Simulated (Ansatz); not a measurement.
# Run report: CuP₃H₉ (charge +2), single-point calculation

The run: single-point calculation of CuP₃H₉, charge +2, multiplicity 2. Method and program: UKS PBE-D4/def2-TZVP (Ansatz 0.2.0).

The geometry comes from this level: B3LYP-D4/def2-SVP.

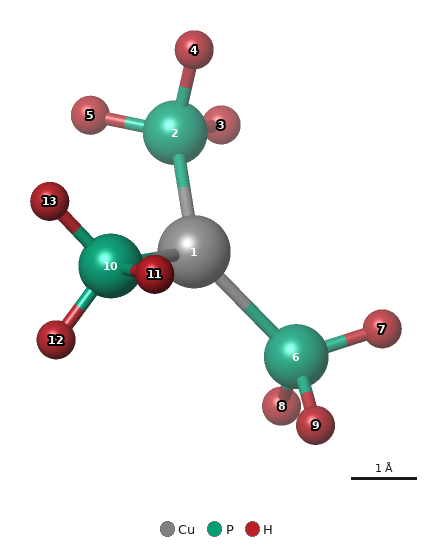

Figure 1. The structure as given in the input (ball-and-stick view, seen at a tilt; atoms are numbered from 1 in the order of the input). Sticks mark near contacts. Bond lengths as drawn: Cu–P 2.31 to 2.32 Å and H–P 1.42 Å.

**Input**
```yaml
crystal:
  periodic: [false, false, false]
  atoms:
    - {symbol: Cu, position_ang: [-0.001443, 0.000962, -0.001876]}
    - {symbol: P, position_ang: [2.313589, 0.020321, -0.007734]}
    - {symbol: H, position_ang: [3.038195, 1.235932, 0.070211]}
    - {symbol: H, position_ang: [2.964402, -0.546390, -1.132569]}
    - {symbol: H, position_ang: [2.986570, -0.697720, 1.012661]}
    - {symbol: P, position_ang: [-1.175514, 1.995797, -0.008531]}
    - {symbol: H, position_ang: [-0.850647, 2.956202, -0.999385]}
    - {symbol: H, position_ang: [-1.056052, 2.822390, 1.137139]}
    - {symbol: H, position_ang: [-2.586345, 2.016614, -0.142620]}
    - {symbol: P, position_ang: [-1.138385, -2.015325, 0.012750]}
    - {symbol: H, position_ang: [-2.065689, -2.258226, -1.031699]}
    - {symbol: H, position_ang: [-1.986290, -2.281151, 1.117431]}
    - {symbol: H, position_ang: [-0.442391, -3.249426, -0.025780]}
basis:
  gaussian: {orbitals: def2-TZVP, initial_orbitals: start.molden}
total_charge: 2
magnetization: {spin_polarized: true, initial_magnetization: 1}
hamiltonian: {xc: pbe, dispersion: d4}
scf: {omitted_lower_state_checks: [starts]}
output: {orbitals: {seedname: orbitals}}
```

Launched with:
```bash
ansatz run in.yaml --threads 4 --pin off --events-out ev --progress --plain --max-ram 8704MiB
```

**What the program printed**
```
Functional definition: PBE
  name "PBE"
  cite "Perdew, Burke & Ernzerhof, Phys. Rev. Lett. 77, 3865 (1996) doi:10.1103/PhysRevLett.77.3865"
  parent pbe
  parameter kappa = 0.804
  parameter beta = 0.06672455060314922
  exchange = pbe_x(kappa = kappa, mu = beta*pi^2/3)
  correlation = pbe_c(beta = beta)
these checks for a lower state are left out or cut short: starts
1659 factors; their error is unknown
mean field evaluation 1: about -72616.8011 eV, gradient 9.9e0 eV
mean field evaluation 2: about -72617.0639 eV, gradient 4.5e-1 eV
mean field evaluation 4: about -72617.0337 eV, gradient 9.1e-2 eV
mean field evaluation 8: about -72617.0338 eV, gradient 1.1e-4 eV
mean field evaluation 16: about -72617.0338 eV, gradient 1.2e-5 eV
mean field -72617.03377516 eV, -2668.6267696437 hartree, gradient 3.9e-6 eV, S^2 0.751591; 0 other end points of the search recorded, 0 dependent functions left out
reference -72617.03382814 eV, -2668.6267715909 hartree; 41, 40 occupied and 169, 170 virtual orbitals, 1659 factors
Total energy: -72617.30929748 eV, -2668.6368949024 hartree
Checks for a lower state left out: starts
```

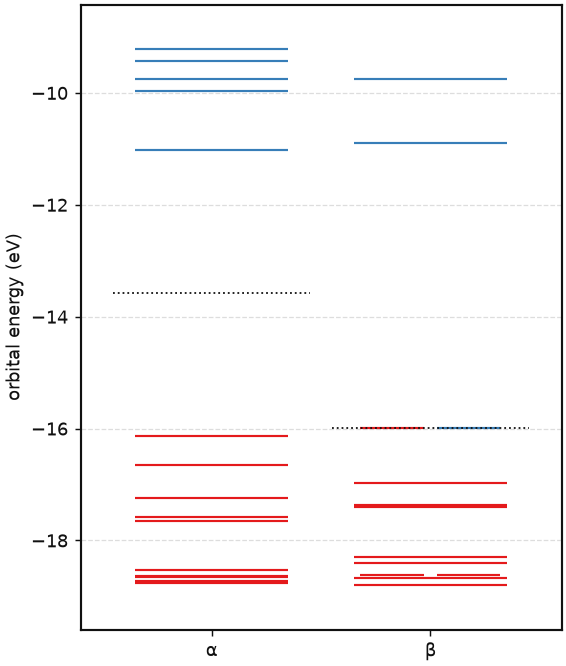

Figure 2. Orbital energies near the frontier for α and β spins; the dotted line parts filled from empty levels, and levels within 0.02 eV of each other stand side by side. α: highest filled −16.13 eV, lowest empty −11.02 eV, 5.11 eV apart; β: highest filled −16.00 eV, lowest empty −15.98 eV, 0.02 eV apart.

**Results in brief**

| quantity | value |
| --- | --- |
| outcome | converged |
| total energy | −72617.3093 eV |
| mean-field energy | −72617.0338 eV |
| dispersion energy | −0.2755 eV |
| ⟨S²⟩ | 0.752 |
| SCF solution under orbital rotations | stable |
| HOMO (either spin) | −16.00 eV |
| LUMO (either spin) | −15.98 eV |
| hardware | 4 threads of Arm Neoverse N1, 23 GiB of memory available, shared host |
| wall time | 19 s (CPU time 71 s) |
| peak memory | 0.68 GiB |
